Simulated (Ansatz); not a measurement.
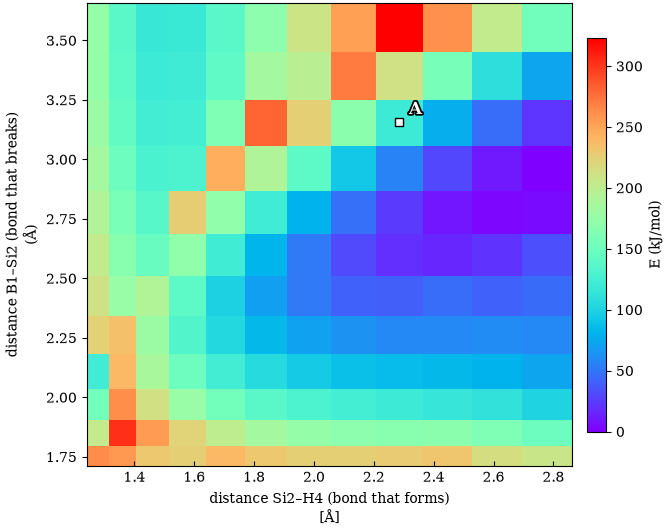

The reacting system BFH4SSi (fragments BFH₄SSi where the first distance is long, BFS + H₄Si where the second is long). The first coordinate is: distance Si2–H4 (bond that forms); the second: distance B1–Si2 (bond that breaks). Relaxed at each point: all other coordinates. The scan uses a 12 × 12 grid. Points are written as (first, second). Energies are in kJ/mol, from the lowest grid point. Energies and slopes of some neighbouring points disagree (a jump in structure or state, or too coarse a mesh). The reference is spin-restricted, so regions where a bond is pulled apart into radicals lie too high. Method: Ansatz 0.2.0, RKS PBE-D4/def2-SVP.

Drawn: one coloured cell a grid point, the point A.

**Which way does the force act at A, and how strong is it?**

A, at (2.285 Å, 3.156 Å), is not a stationary point. The computed force is 290 kJ/mol for each Å towards larger values of the first coordinate and 400 kJ/mol for each Å towards smaller values of the second coordinate.
